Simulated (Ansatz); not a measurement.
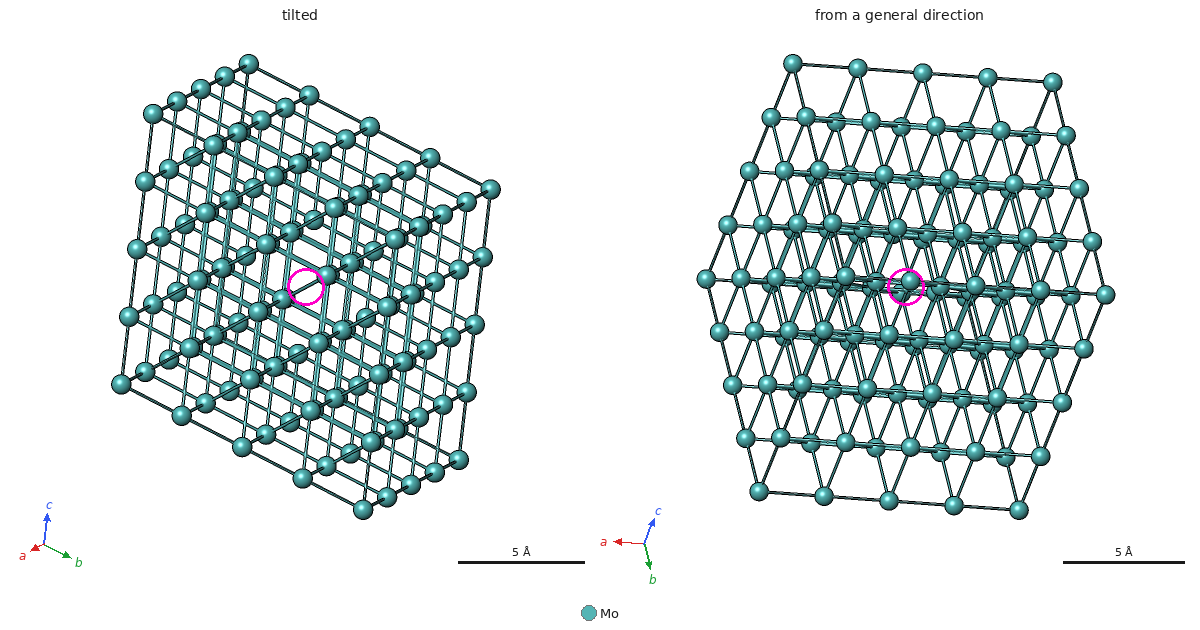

The structure above is drawn in ball-and-stick style and viewed slightly off an axis and from a general direction. One supercell is outlined, and atoms on its boundary appear in each equivalent place. The host is Mo, in a cell of 64 sites, and the cell is neutral. A ring marks the defect's site.

Which defect is modelled here, and what are its neighbours?

Answer. A molybdenum vacancy. Around the empty site lie 14 Mo at about 2.7 to 3.1 Å.

The atoms were relaxed in the host's cell with DFT PBE, scalar-relativistic, plane waves, PAW in Ansatz 0.2.0.
